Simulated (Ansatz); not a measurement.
# UCCSDT/STO-3G run of CH3B (SMILES B[CH])

Aim: the vertical ionisation energy of CH3B at UCCSDT/STO-3G, from 2 runs. 

Program for the calculation: Ansatz 0.2.0.

49 further runs of the same task are left out: 3 that didn't finish, 46 set aside as unsound or not needed.

**1. Starting point**

CH3B has 5 atoms, charge 0, and is taken as a triplet. SMILES: `B[CH]`. Geometry: relaxed at GFN2-xTB.

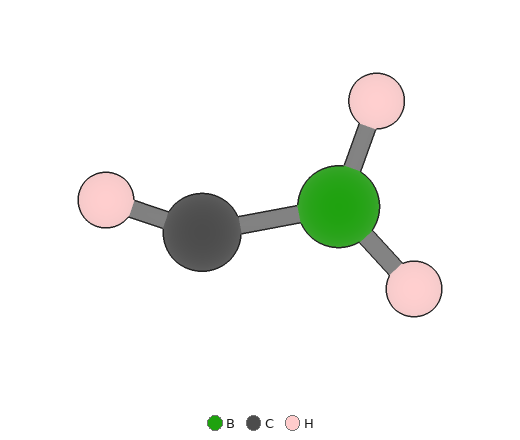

The structure, seen from a chosen angle (boron green, carbon dark grey, hydrogen pink).

**2. The energy at UCCSDT/STO-3G**

File molecule.yaml:

```yaml
basis:
  gaussian:
    orbitals: STO-3G
crystal:
  periodic: [false, false, false]
  atoms:
    - {symbol: B, position_ang: [-0.352450, -0.401400, -0.071360]}
    - {symbol: C, position_ang: [0.507540, 0.779550, -0.141970]}
    - {symbol: H, position_ang: [-0.308550, -1.118250, 0.866820]}
    - {symbol: H, position_ang: [-1.104620, -0.672740, -0.931370]}
    - {symbol: H, position_ang: [1.258080, 1.412850, 0.277880]}
magnetization:
  spin_polarized: true
  initial_magnetization: 2
correlation:
  method: ccsdt
  frozen_orbitals: {B: 1, C: 1, H: 0}
accuracy: high
scf:
  omitted_lower_state_checks: [cluster_reference, increment]
```

Command:

```sh
$ ansatz run molecule.yaml --threads 1 --pin off --max-ram 2610MiB --events-out events.jsonl --progress --plain --runs-dir runs
```

The program printed (excerpt; [...] marks lines left out):

```text
Warning: RAYON_NUM_THREADS=1 ignored (pool sized by the plan → 1); use --threads N
Functional definition: HF
  name "HF"
[...]
209 factors; integrals over basis functions are off by at most 6.1e-9 eV
[...]
mean field -1725.10611933 eV, -63.3964805665 hartree, gradient 1.9e-8 eV, S^2 2.019004; 0 other end points of the search recorded, 0 dependent functions left out
2 core orbitals not correlated: weight in the atoms' cores, before any rotation towards them, 1.000 or more for the frozen orbitals, at most 0.000 for the correlated occupied ones
reference -1725.10611933 eV, -63.3964805665 hartree; 6, 4 occupied and 5, 7 virtual orbitals, 209 factors
second order -1.50556994 eV of doubles, -0.00000000 eV of singles
cycle   1  -1.92586061 eV  change   -4.2e-1 eV  update   5.4e-2
[...]
cycle  24  -2.22428513 eV  change   6.2e-10 eV  update  4.0e-10
Total energy: -1727.33040447 eV, -63.4782215375 hartree
Checks for a lower state left out: cluster_reference, increment
```

Run time: 0.44 s. Hardware: 1 thread of Arm Neoverse V1, shared host.

**3. The doublet cation, same level**

File run.yaml:

```yaml
crystal:
  periodic: [false, false, false]
  atoms:
    - symbol: B
      position_ang: [-0.352450, -0.401400, -0.071360]
    - symbol: C
      position_ang: [0.507540, 0.779550, -0.141970]
    - symbol: H
      position_ang: [-0.308550, -1.118250, 0.866820]
    - symbol: H
      position_ang: [-1.104620, -0.672740, -0.931370]
    - symbol: H
      position_ang: [1.258080, 1.412850, 0.277880]
basis:
  gaussian: {orbitals: STO-3G}
scf: {omitted_lower_state_checks: [cluster_reference, increment]}
accuracy: high
correlation: {method: ccsdt, frozen_orbitals: {B: 1, C: 1, H: 0}}
magnetization: {spin_polarized: true, initial_magnetization: 1}
total_charge: 1
```

Command:

```sh
$ ansatz run run.yaml --threads 1 --pin off --max-ram 2610MiB --events-out events.jsonl --progress --plain --runs-dir runs
```

The program printed (excerpt; [...] marks lines left out):

```text
Warning: RAYON_NUM_THREADS=1 ignored (pool sized by the plan → 1); use --threads N
[... 2 set-up lines as earlier in the session ...]
[...]
209 factors; integrals over basis functions are off by at most 6.1e-9 eV
[...]
mean field -1717.02659384 eV, -63.0995634812 hartree, gradient 9.5e-8 eV, S^2 0.765666; 4 other end points of the search recorded, 0 dependent functions left out
2 core orbitals not correlated: weight in the atoms' cores, before any rotation towards them, 1.000 or more for the frozen orbitals, at most 0.000 for the correlated occupied ones
reference -1717.02659384 eV, -63.0995634812 hartree; 5, 4 occupied and 6, 7 virtual orbitals, 209 factors
second order -1.72232843 eV of doubles, -0.00000000 eV of singles
cycle   1  -2.16818257 eV  change   -4.5e-1 eV  update   7.2e-2
[...]
cycle  35  -2.63478142 eV  change   1.4e-10 eV  update  7.3e-10
Total energy: -1719.66137526 eV, -63.1963899125 hartree
Checks for a lower state left out: cluster_reference, increment
```

Run time: 0.52 s. Hardware: 1 thread of Arm Neoverse V1, shared host.

**4. Results**

At UCCSDT/STO-3G, 2 core orbitals frozen:

| quantity | value |
| --- | --- |
| triplet CH3B: total energy | -63.47822 Eh |
| triplet CH3B: correlation energy (2 core orbitals frozen) | -81.7 mEh |
| triplet CH3B: ⟨S²⟩ of the reference determinant | 2.019 |
| triplet CH3B: T1 diagnostic | 0.015 |
| doublet cation: total energy | -63.19639 Eh |
| doublet cation: correlation energy (2 core orbitals frozen) | -96.8 mEh |
| doublet cation: ⟨S²⟩ of the reference determinant | 0.766 |
| doublet cation: T1 diagnostic | 0.037 |
| vertical ionisation energy (to the doublet cation) | 7.669 eV |

In words: Removing an electron at fixed nuclei costs 7.67 eV (177 kcal/mol). In a minimal basis such a difference can be off by several eV, whatever the method.
